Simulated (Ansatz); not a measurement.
## Electronic structure of BClH₆Si₂ in real space

Input

```
crystal:
  periodic: [false, false, false]
  atoms:
    - {symbol: B, position_ang: [-0.760474, 1.469036, 0.910964]}
    - {symbol: Cl, position_ang: [1.379369, 0.055002, -1.408714]}
    - {symbol: Si, position_ang: [-0.549554, 0.734180, -0.923574]}
    - {symbol: Si, position_ang: [-1.931836, -1.194228, -0.945485]}
    - {symbol: H, position_ang: [0.039919, 1.259550, 1.799585]}
    - {symbol: H, position_ang: [-1.799171, 2.046167, 1.176793]}
    - {symbol: H, position_ang: [-1.013521, 1.648172, -2.027397]}
    - {symbol: H, position_ang: [-1.498259, -2.138103, 0.142143]}
    - {symbol: H, position_ang: [-3.374463, -0.820974, -0.731341]}
    - {symbol: H, position_ang: [-1.778870, -1.872854, -2.279449]}
basis:
  gaussian: {orbitals: def2-TZVPD}
hamiltonian: {xc: {name: PBE0}}
output: {forces: true, orbitals: {seedname: orbitals}}
```

Run with:

```sh
ansatz run input.yaml --threads 2 --pin off --max-ram 4350MiB --events-out events.jsonl --progress --plain --runs-dir runs
```

Geometry: PBE-D3(BJ)/def2-SVP.

All numbers below come from Ansatz, isolated molecule in a Gaussian basis; Kohn-Sham density functional theory, functional PBE0.

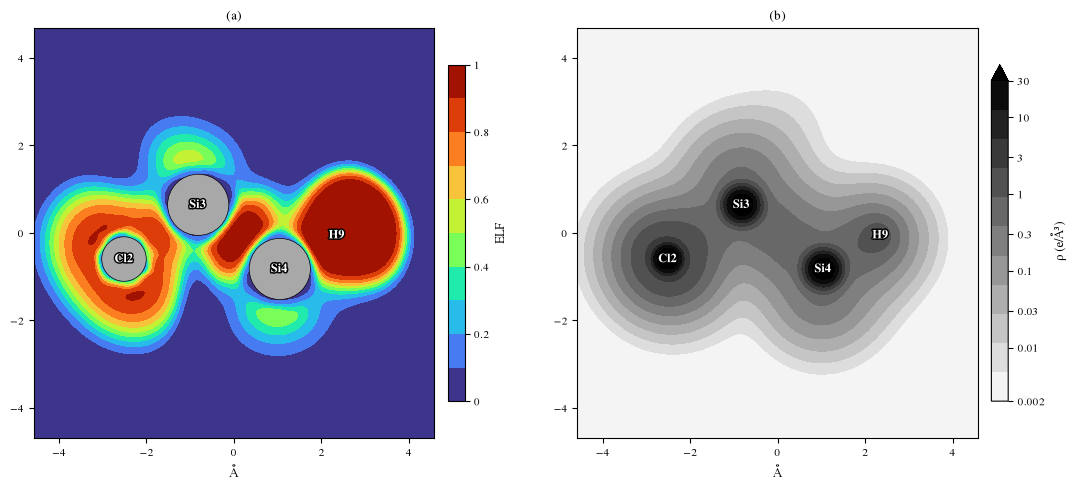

Figure 1. (a) electron localisation function; (b) total electron density on the plane of atoms Cl2, Si3 and Si4. Grey discs cover the atomic cores in the ELF map.

Q: Interpret the plot.

A:
- The section cuts through Cl, Si and H sites.
- Si–Cl (2.10 Å): ρ is about 0.82 e/Å³ halfway; the ELF peaks at about 0.85 between the atoms, as expected for a shared but strongly polarised pair.
- Si–Si (2.37 Å): the density is about 0.6 e/Å³ at the midpoint; the ELF peaks at about 1 between the atoms (a shared electron pair).
- Si–H (1.51 Å): ρ is about 0.78 e/Å³ halfway; the ELF climbs to about 1 towards the hydrogen, as it does in any bond to H.
- The ELF also peaks beside Cl2, away from the bonds: lone-pair regions.

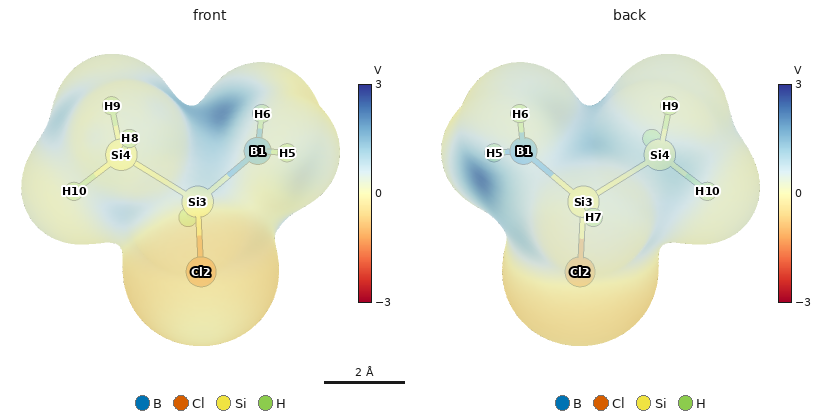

Figure 2. The electrostatic potential painted on the density surface at 0.002 e/bohr³, seen from the front and from behind; the colour scale runs from red (negative) to blue (positive).

Q: Which sites attract a positive test charge, and which a negative one?

A: A positive charge is drawn to the negative regions and a negative charge to the positive ones. The most negative region (about −0.5 V) lies over Cl2, the most positive (about +2.1 V) over B1.

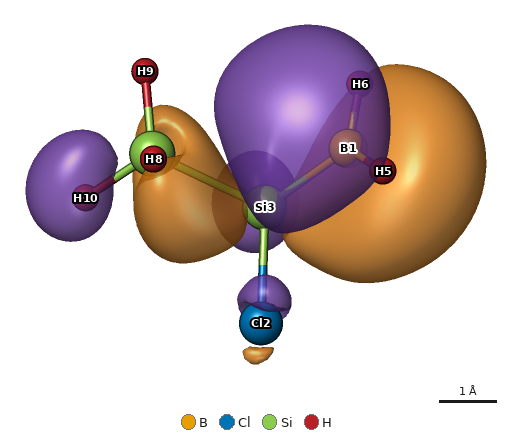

Figure 3. The LUMO at ±0.05 Å⁻³ᐟ² (orange and purple are the two phases), seen at a tilt.

Q: Where does this orbital lie, and at what energy?

A: Its weight (Hirshfeld) is mainly on B1 (about 55 %), Si3 (about 15 %) and Si4 (about 10 %). Its energy is −2.82 eV.
